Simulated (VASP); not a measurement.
# LaPb3: accuracy against cost in the plane-wave cutoff and precision settings, part 2 of 3

How sensitive are energy and pressure of LaPb3 to the plane-wave cutoff and precision settings? The series runs use LDA. The start is a cell from a database of measured crystal structures.

VASP 6.6.1; LDA; plane waves and PAW (La, Pb_d).

Still holding for the runs below: This run has no spin polarisation. Its electron count is odd, so without a moment it is a metal by construction. The k-mesh is coarse for a metal.

So far. Step 7 (Plane-wave cutoff: ENCUT = 310): Against the run before the energy moves by +1.45 meV an atom and the pressure by -0.42 GPa, after 13 cycles in 3.8 s.

The database entry behind the starting cell is an old determination (1935), so it need not match the best structure at ambient conditions.

## 8. Plane-wave cutoff: ENCUT = 380

Contents of INCAR:

```
SYSTEM = LaPb3
PREC = Accurate
ENCUT = 380
EDIFF = 1E-06
NELM = 100
ISMEAR = -1
SIGMA = 0.05
LREAL = .FALSE.
ALGO = Normal
GGA = CA
NBANDS = 32
LASPH = .TRUE.
LORBIT = 11
LWAVE = .FALSE.
LCHARG = .FALSE.
KPAR = 4
ISIF = 2
```

Contents of POSCAR:

```
LaPb3
1.0
    4.8930000000      0.0000000000      0.0000000000
    0.0000000000      4.8930000000      0.0000000000
    0.0000000000      0.0000000000      4.8930000000
La Pb
1 3
Direct
    0.0000000000      0.0000000000      0.0000000000
    0.0000000000      0.5000000000      0.5000000000
    0.5000000000      0.0000000000      0.5000000000
    0.5000000000      0.5000000000      0.0000000000
```

Contents of KPOINTS:

```
Automatic mesh
0
Gamma
5 5 5
0 0 0
```

PAW data sets: La and Pb_d (PBE family, release 64).

Run with:

```console
> mpirun -np 4 vasp_std
```

What it wrote:

```text
[... set-up lines as in an earlier step ...]
 entering main loop
       N       E                     dE             d eps       ncg     rms          rms(c)
DAV:   1     0.595255179255E+03    0.59526E+03   -0.19187E+04   648   0.184E+03
DAV:   2     0.817917268428E+02   -0.51346E+03   -0.50099E+03   648   0.439E+02
DAV:   3    -0.138728076527E+02   -0.95665E+02   -0.94382E+02   856   0.236E+02
DAV:   4    -0.205016788154E+02   -0.66289E+01   -0.64167E+01  1032   0.712E+01
[...]
DAV:  11    -0.205199555834E+02    0.13839E-04   -0.22337E-04  1152   0.125E-01    0.821E-03
DAV:  12    -0.205199554290E+02    0.15446E-06   -0.31944E-05   880   0.698E-02    0.214E-03
DAV:  13    -0.205199556837E+02   -0.25470E-06   -0.26556E-06   680   0.225E-02
   1 F= -.20519956E+02 E0= -.20514789E+02  d E =-.103328E-01
```

Run time: 4.4 s. Hardware: 4 MPI ranks of Intel Xeon 6975P-C (Granite Rapids), shared host; peak memory 0.65 GiB.

From OUTCAR (step 8):

```text
  Total       -1.5148301     -1.5148301     -1.5148301      0.0000000      0.0000000     -0.0000000
  in kB      -20.7180499    -20.7180499    -20.7180499      0.0000000      0.0000000     -0.0000000
  external PRESSURE =     -20.7180499 kB  Pullay stress =       0.0000000 kB

  FREE ENERGIE OF THE ION-ELECTRON SYSTEM (eV)
  ---------------------------------------------------
  free  energy   TOTEN  =       -20.5199556837 eV

  energy  without entropy=      -20.5096228641  energy(sigma->0) =      -20.51478927

[... 2 parts as in an earlier step ...]

[... 2 further parts left out ...]
[key lines of the parts left out:]
E-fermi :   7.8938
```

Against the run before the energy moves by +3.06 meV an atom and the pressure by +0.42 GPa, after 13 cycles in 4.4 s.

## 9. Plane-wave cutoff: ENCUT = 480

INCAR: that of step 8 with these lines changed.

```diff
@@ -2,3 +2,3 @@
 PREC = Accurate
-ENCUT = 380
+ENCUT = 480
 EDIFF = 1E-06
```

POSCAR is that of step 8.

KPOINTS is that of step 8.

Run with:

```console
> mpirun -np 4 vasp_std
```

What it wrote:

```text
[... set-up lines as in an earlier step ...]
 entering main loop
       N       E                     dE             d eps       ncg     rms          rms(c)
DAV:   1     0.622188842982E+03    0.62219E+03   -0.22128E+04   640   0.216E+03
DAV:   2     0.833838400919E+02   -0.53881E+03   -0.52746E+03   640   0.459E+02
DAV:   3    -0.138218787289E+02   -0.97206E+02   -0.96304E+02   832   0.241E+02
DAV:   4    -0.205984492653E+02   -0.67766E+01   -0.66000E+01  1064   0.697E+01
[...]
DAV:  11    -0.205188925330E+02    0.13846E-04   -0.24781E-04  1160   0.134E-01    0.927E-03
DAV:  12    -0.205188918469E+02    0.68610E-06   -0.31834E-05   936   0.664E-02    0.335E-03
DAV:  13    -0.205188920742E+02   -0.22726E-06   -0.32326E-06   712   0.206E-02
   1 F= -.20518892E+02 E0= -.20513726E+02  d E =-.103328E-01
```

It took 6.4 s on 4 MPI ranks; peak memory 0.76 GiB; 23 s of CPU time.

Parts of OUTCAR (step 9):

```text
  Total       -1.4421531     -1.4421531     -1.4421531     -0.0000000     -0.0000000      0.0000000
  in kB      -19.7240596    -19.7240596    -19.7240596     -0.0000000     -0.0000000      0.0000000
  external PRESSURE =     -19.7240596 kB  Pullay stress =       0.0000000 kB

  FREE ENERGIE OF THE ION-ELECTRON SYSTEM (eV)
  ---------------------------------------------------
  free  energy   TOTEN  =       -20.5188920742 eV

  energy  without entropy=      -20.5085593134  energy(sigma->0) =      -20.51372569

[... 2 parts as in an earlier step ...]

[... 2 further parts left out ...]
[key lines of the parts left out:]
E-fermi :   7.8937
```

Against the run before the energy moves by +0.27 meV an atom and the pressure by +0.10 GPa, after 13 cycles in 6.4 s.

## 10. The plane-wave cutoff series as a table

This step: convergence of LDA results with the cutoff; plane waves and PAW (VASP 6.6.1).

No new run; the numbers come from the runs before.

Differences are taken from the run with ENCUT = 480. Results of the series, by row:

```
    setting     status  energy less the reference (meV/atom)  pressure (GPa)  SCF cycles  wall time (s)
ENCUT = 140  converged                                  7944            -404          12              2
ENCUT = 180  converged                                 437.2          -57.21          13            2.4
ENCUT = 210  converged                                 23.04          -11.56          13            2.4
ENCUT = 240  converged                                -5.303          -2.604          13            3.6
ENCUT = 270  converged                                -4.778          -2.069          13            3.6
ENCUT = 310  converged                                -3.325          -2.491          13            3.8
ENCUT = 380  converged                               -0.2659          -2.072          13            4.4
ENCUT = 480  converged                                     0          -1.972          13            6.4
```

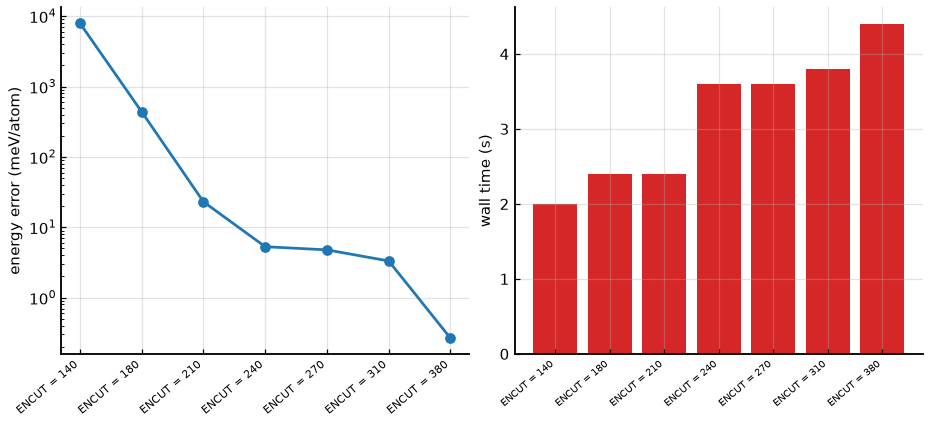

The energy error in size, against the reference run (errors under 0.01 are drawn at 0.01), and the wall time by setting.

## 11. Precision settings: PREC = Low

This step: LDA; plane waves and PAW (La, Pb_d) (VASP 6.6.1).

PREC sets the FFT grids, and LREAL, ADDGRID and LASPH trade speed for accuracy.

INCAR: that of step 9 with these lines changed.

```diff
@@ -1,4 +1,4 @@
 SYSTEM = LaPb3
-PREC = Accurate
-ENCUT = 480
+PREC = Low
+ENCUT = 400
 EDIFF = 1E-06
```

POSCAR is that of step 9.

KPOINTS is that of step 9.

Run with:

```console
> mpirun -np 4 vasp_std
```

What it wrote:

```text
[... set-up lines as in an earlier step ...]
 entering main loop
       N       E                     dE             d eps       ncg     rms          rms(c)
DAV:   1     0.599509806507E+03    0.59951E+03   -0.19907E+04   648   0.191E+03
DAV:   2     0.797695933902E+02   -0.51974E+03   -0.51091E+03   640   0.443E+02
DAV:   3    -0.140820260821E+02   -0.93852E+02   -0.92708E+02   824   0.234E+02
DAV:   4    -0.205938010741E+02   -0.65118E+01   -0.62857E+01  1032   0.665E+01
DAV:   5    -0.209653809216E+02   -0.37158E+00   -0.37136E+00  1232   0.116E+01    0.342E+00
DAV:   6    -0.205726228733E+02    0.39276E+00   -0.23254E+00   968   0.151E+01    0.178E+00
DAV:   7    -0.205364257008E+02    0.36197E-01   -0.17271E-01  1024   0.419E+00    0.927E-01
DAV:   8    -0.205238787824E+02    0.12547E-01   -0.50011E-02  1056   0.161E+00    0.169E-01
DAV:   9    -0.205228809522E+02    0.99783E-03   -0.90895E-03  1144   0.114E+00    0.767E-02
DAV:  10    -0.205227844953E+02    0.96457E-04   -0.75141E-04   968   0.344E-01    0.164E-02
DAV:  11    -0.205227744628E+02    0.10032E-04   -0.24339E-04  1144   0.128E-01    0.956E-03
DAV:  12    -0.205227734973E+02    0.96550E-06   -0.30339E-05   896   0.661E-02    0.336E-03
DAV:  13    -0.205227737948E+02   -0.29751E-06   -0.42250E-06   712   0.204E-02
   1 F= -.20522774E+02 E0= -.20517607E+02  d E =-.103331E-01
```

Run time: 3 s. Hardware: 4 MPI ranks; peak memory 0.5 GiB; 10 s of CPU time.

Parts of OUTCAR (step 11):

```text
   ENCUT  =  400.0 eV  29.40 Ry    5.42 a.u.   7.98  7.98  7.98*2*pi/ulx,y,z

   NELECT =      53.0000    total number of electrons

 E-fermi :   7.8938

 k-point     1 :       0.0000    0.0000    0.0000
  band No.  band energies     occupation
    ...
     21       1.2261      2.00000
     22       1.2261      2.00000
     23       5.7370      2.00000
     24       5.7370      2.00000
     25       5.7370      2.00000
     26       8.8761      0.00000
     27       8.8761      0.00000
     28       8.8761      0.00000
     29       9.6783      0.00000
     30       9.7083      0.00000
    ...

  Total       -1.4038356     -1.4038356     -1.4038356     -0.0000000     -0.0000000      0.0000000
  in kB      -19.1999977    -19.1999977    -19.1999977     -0.0000000     -0.0000000      0.0000000
  external PRESSURE =     -19.1999977 kB  Pullay stress =       0.0000000 kB

  FREE ENERGIE OF THE ION-ELECTRON SYSTEM (eV)
  ---------------------------------------------------
  free  energy   TOTEN  =       -20.5227737948 eV

  energy  without entropy=      -20.5124406708  energy(sigma->0) =      -20.51760723

[... 6 parts as in an earlier step ...]

[... 11 further parts left out ...]
```

This step gave:

| Item | Value |
| --- | --- |
| energy at zero smearing | -20.52 eV |
| pressure | -1.920 GPa |

The series starts at -5.1294 eV an atom and -1.92 GPa, after 13 cycles in 3 s.

## 12. Precision settings: PREC = Medium

INCAR: that of step 11 with these lines changed.

```diff
@@ -1,3 +1,3 @@
 SYSTEM = LaPb3
-PREC = Low
+PREC = Medium
 ENCUT = 400
```

POSCAR is that of step 11.

KPOINTS is that of step 11.

Run with:

```console
> mpirun -np 4 vasp_std
```

What it wrote:

```text
[... set-up lines as in an earlier step ...]
 entering main loop
       N       E                     dE             d eps       ncg     rms          rms(c)
DAV:   1     0.599511332515E+03    0.59951E+03   -0.19907E+04   648   0.191E+03
DAV:   2     0.797713401020E+02   -0.51974E+03   -0.51091E+03   640   0.443E+02
DAV:   3    -0.140792472144E+02   -0.93851E+02   -0.92707E+02   824   0.234E+02
DAV:   4    -0.205912552335E+02   -0.65120E+01   -0.62861E+01  1032   0.665E+01
[...]
DAV:  11    -0.205201601460E+02    0.99216E-05   -0.24419E-04  1144   0.128E-01    0.965E-03
DAV:  12    -0.205201591637E+02    0.98234E-06   -0.30443E-05   904   0.661E-02    0.341E-03
DAV:  13    -0.205201594541E+02   -0.29039E-06   -0.43054E-06   712   0.205E-02
   1 F= -.20520159E+02 E0= -.20514993E+02  d E =-.103329E-01
```

Wall time 3.2 s (4 MPI ranks); peak memory 0.56 GiB; 10 s of CPU time.

OUTCAR, selected parts (step 12):

```text
  Total       -1.4342099     -1.4342099     -1.4342099     -0.0000000     -0.0000000      0.0000000
  in kB      -19.6154223    -19.6154223    -19.6154223     -0.0000000     -0.0000000      0.0000000
  external PRESSURE =     -19.6154223 kB  Pullay stress =       0.0000000 kB

  FREE ENERGIE OF THE ION-ELECTRON SYSTEM (eV)
  ---------------------------------------------------
  free  energy   TOTEN  =       -20.5201594541 eV

  energy  without entropy=      -20.5098265821  energy(sigma->0) =      -20.51499302

[... 3 parts as in an earlier step ...]

[... 1 further part left out ...]
[key lines of the parts left out:]
E-fermi :   7.8938
```

Against the first of the series the energy moves by +0.65 meV an atom and the pressure by -0.04 GPa, after 13 cycles in 3.2 s.

## 13. Precision settings: PREC = Normal

INCAR: that of step 12 with these lines changed.

```diff
@@ -1,3 +1,3 @@
 SYSTEM = LaPb3
-PREC = Medium
+PREC = Normal
 ENCUT = 400
```

POSCAR is that of step 12.

KPOINTS is that of step 12.

Run with:

```console
> mpirun -np 4 vasp_std
```

What it wrote:

```text
[... set-up lines as in an earlier step ...]
 entering main loop
       N       E                     dE             d eps       ncg     rms          rms(c)
DAV:   1     0.599512099671E+03    0.59951E+03   -0.19907E+04   648   0.191E+03
DAV:   2     0.797718337701E+02   -0.51974E+03   -0.51091E+03   640   0.443E+02
DAV:   3    -0.140788933747E+02   -0.93851E+02   -0.92707E+02   824   0.234E+02
DAV:   4    -0.205909328582E+02   -0.65120E+01   -0.62862E+01  1032   0.665E+01
[...]
DAV:  11    -0.205198248018E+02    0.99220E-05   -0.24411E-04  1144   0.128E-01    0.965E-03
DAV:  12    -0.205198238201E+02    0.98177E-06   -0.30429E-05   904   0.661E-02    0.341E-03
DAV:  13    -0.205198241107E+02   -0.29063E-06   -0.43061E-06   712   0.205E-02
   1 F= -.20519824E+02 E0= -.20514658E+02  d E =-.103326E-01
```

It took 3.4 s on 4 MPI ranks; peak memory 0.54 GiB.

OUTCAR, selected parts (step 13):

```text
  Total       -1.4382633     -1.4382633     -1.4382633      0.0000000     -0.0000000      0.0000000
  in kB      -19.6708597    -19.6708597    -19.6708597      0.0000000     -0.0000000      0.0000000
  external PRESSURE =     -19.6708597 kB  Pullay stress =       0.0000000 kB

  FREE ENERGIE OF THE ION-ELECTRON SYSTEM (eV)
  ---------------------------------------------------
  free  energy   TOTEN  =       -20.5198241107 eV

  energy  without entropy=      -20.5094914693  energy(sigma->0) =      -20.51465779

[... 3 parts as in an earlier step ...]

[... 1 further part left out ...]
[key lines of the parts left out:]
E-fermi :   7.8938
```

Against the first of the series the energy moves by +0.74 meV an atom and the pressure by -0.05 GPa, after 13 cycles in 3.4 s.

## 14. Precision settings: PREC = Single

INCAR: that of step 13 with these lines changed.

```diff
@@ -1,3 +1,3 @@
 SYSTEM = LaPb3
-PREC = Normal
+PREC = Single
 ENCUT = 400
```

POSCAR is that of step 13.

KPOINTS is that of step 13.

Run with:

```console
> mpirun -np 4 vasp_std
```

What it wrote:

```text
[... set-up lines as in an earlier step ...]
 entering main loop
       N       E                     dE             d eps       ncg     rms          rms(c)
DAV:   1     0.599513541930E+03    0.59951E+03   -0.19906E+04   648   0.191E+03
DAV:   2     0.797706043908E+02   -0.51974E+03   -0.51092E+03   640   0.443E+02
DAV:   3    -0.140795268253E+02   -0.93850E+02   -0.92707E+02   824   0.234E+02
DAV:   4    -0.205913548779E+02   -0.65118E+01   -0.62860E+01  1032   0.665E+01
[...]
DAV:  11    -0.205202743330E+02    0.10024E-04   -0.24352E-04  1144   0.128E-01    0.962E-03
DAV:  12    -0.205202733666E+02    0.96633E-06   -0.30388E-05   904   0.660E-02    0.339E-03
DAV:  13    -0.205202736577E+02   -0.29109E-06   -0.42244E-06   712   0.204E-02
   1 F= -.20520274E+02 E0= -.20515108E+02  d E =-.103323E-01
```

Elapsed: 4.2 s, on 4 MPI ranks; peak memory 0.55 GiB.

Parts of OUTCAR (step 14):

```text
  Total       -1.4159785     -1.4159785     -1.4159785     -0.0000000      0.0000000      0.0000000
  in kB      -19.3660736    -19.3660736    -19.3660736     -0.0000000      0.0000000      0.0000000
  external PRESSURE =     -19.3660736 kB  Pullay stress =       0.0000000 kB

  FREE ENERGIE OF THE ION-ELECTRON SYSTEM (eV)
  ---------------------------------------------------
  free  energy   TOTEN  =       -20.5202736577 eV

  energy  without entropy=      -20.5099413902  energy(sigma->0) =      -20.51510752

[... 3 parts as in an earlier step ...]

[... 1 further part left out ...]
[key lines of the parts left out:]
E-fermi :   7.8938
```

Against the first of the series the energy moves by +0.62 meV an atom and the pressure by -0.02 GPa, after 13 cycles in 4.2 s.

## 15. Precision settings: PREC = Accurate

INCAR: that of step 14 with these lines changed.

```diff
@@ -1,3 +1,3 @@
 SYSTEM = LaPb3
-PREC = Single
+PREC = Accurate
 ENCUT = 400
```

POSCAR is that of step 14.

KPOINTS is that of step 14.

Run with:

```console
> mpirun -np 4 vasp_std
```

What it wrote:

```text
[... set-up lines as in an earlier step ...]
 entering main loop
       N       E                     dE             d eps       ncg     rms          rms(c)
DAV:   1     0.599514678296E+03    0.59951E+03   -0.19906E+04   648   0.191E+03
DAV:   2     0.797714445780E+02   -0.51974E+03   -0.51092E+03   640   0.443E+02
DAV:   3    -0.140790019235E+02   -0.93850E+02   -0.92707E+02   824   0.234E+02
DAV:   4    -0.205908282268E+02   -0.65118E+01   -0.62860E+01  1032   0.665E+01
[...]
DAV:  11    -0.205197270476E+02    0.99269E-05   -0.24409E-04  1144   0.128E-01    0.965E-03
DAV:  12    -0.205197260678E+02    0.97977E-06   -0.30425E-05   904   0.661E-02    0.341E-03
DAV:  13    -0.205197263587E+02   -0.29088E-06   -0.43070E-06   712   0.205E-02
   1 F= -.20519726E+02 E0= -.20514560E+02  d E =-.103326E-01
```

Wall time 4.8 s (4 MPI ranks); peak memory 0.64 GiB.

From OUTCAR (step 15):

```text
  Total       -1.4384830     -1.4384830     -1.4384830     -0.0000000      0.0000000     -0.0000000
  in kB      -19.6738648    -19.6738648    -19.6738648     -0.0000000      0.0000000     -0.0000000
  external PRESSURE =     -19.6738648 kB  Pullay stress =       0.0000000 kB

  FREE ENERGIE OF THE ION-ELECTRON SYSTEM (eV)
  ---------------------------------------------------
  free  energy   TOTEN  =       -20.5197263587 eV

  energy  without entropy=      -20.5093937715  energy(sigma->0) =      -20.51456007

[... 3 parts as in an earlier step ...]

[... 1 further part left out ...]
[key lines of the parts left out:]
E-fermi :   7.8938
```

Against the first of the series the energy moves by +0.76 meV an atom and the pressure by -0.05 GPa, after 13 cycles in 4.8 s.

## 16. Precision settings: LREAL = Auto

INCAR: that of step 15 with these lines changed.

```diff
@@ -7,3 +7,3 @@
 SIGMA = 0.05
-LREAL = .FALSE.
+LREAL = Auto
 ALGO = Normal
```

POSCAR is that of step 15.

KPOINTS is that of step 15.

Run with:

```console
> mpirun -np 4 vasp_std
```

What it wrote:

```text
[banner, memory and clock lines left out]
running    4 mpi-ranks, on    1 nodes
[...]
|                                                                             |
|               ----> ADVICE to this user running VASP <----                  |
|                                                                             |
|     You have a (more or less) 'small supercell' and for smaller cells       |
|     it is recommended to use the reciprocal-space projection scheme!        |
|     The real-space optimization is not efficient for small cells and it     |
|     is also less accurate ...                                               |
|     Therefore, set LREAL=.FALSE. in the INCAR file.                         |
|                                                                             |

 [... a notice as in an earlier step ...]

 LDA part: xc-table for (Slater(with rela. corr.)+CA(PZ))
 , standard interpolation
 POSCAR, INCAR and KPOINTS ok, starting setup
[...]
entering main loop
       N       E                     dE             d eps       ncg     rms          rms(c)
DAV:   1     0.599512217149E+03    0.59951E+03   -0.19906E+04   648   0.191E+03
DAV:   2     0.797752080715E+02   -0.51974E+03   -0.51091E+03   640   0.443E+02
DAV:   3    -0.140765149702E+02   -0.93852E+02   -0.92710E+02   824   0.234E+02
DAV:   4    -0.205885572930E+02   -0.65120E+01   -0.62864E+01  1032   0.665E+01
[...]
DAV:  11    -0.205173104619E+02    0.99360E-05   -0.24438E-04  1144   0.128E-01    0.965E-03
DAV:  12    -0.205173094842E+02    0.97763E-06   -0.30431E-05   904   0.661E-02    0.341E-03
DAV:  13    -0.205173097727E+02   -0.28850E-06   -0.43127E-06   712   0.205E-02
   1 F= -.20517310E+02 E0= -.20512144E+02  d E =-.103309E-01
```

Elapsed: 6.4 s, on 4 MPI ranks; peak memory 0.62 GiB; 24 s of CPU time.

OUTCAR, selected parts (step 16):

```text
  Total       -1.4315686     -1.4315686     -1.4315686      0.0000000     -0.0000000     -0.0000000
  in kB      -19.5792976    -19.5792976    -19.5792976      0.0000000     -0.0000000     -0.0000000
  external PRESSURE =     -19.5792976 kB  Pullay stress =       0.0000000 kB

  FREE ENERGIE OF THE ION-ELECTRON SYSTEM (eV)
  ---------------------------------------------------
  free  energy   TOTEN  =       -20.5173097727 eV

  energy  without entropy=      -20.5069788609  energy(sigma->0) =      -20.51214432

[... 3 parts as in an earlier step ...]

[... 1 further part left out ...]
[key lines of the parts left out:]
E-fermi :   7.8940
```

Against PREC = Accurate, on which this run builds, the energy moves by +0.60 meV an atom and the pressure by +0.01 GPa, after 13 cycles in 6.4 s.

(Part 2 of 3 ends here.)

[Lines on the potential files, build, host, timing and source positions are cut from VASP's logs without a mark.]

[Logs are printed without paths, hosts, clocks, repeated set-up lines and the standing remarks that a program may print on its own settings, such as how far it seeks lower states.]

[Hosts, paths, dates, database ids (printed as entryN), source tags and the programs' standing remarks are cut or masked in the printed files.]

[A measured line is paired with the nearest computed mode of its activity, which favours agreement.]

[In band tables of VASP the shares of atoms and orbitals are scaled to a sum of 1 inside the atoms' spheres.]
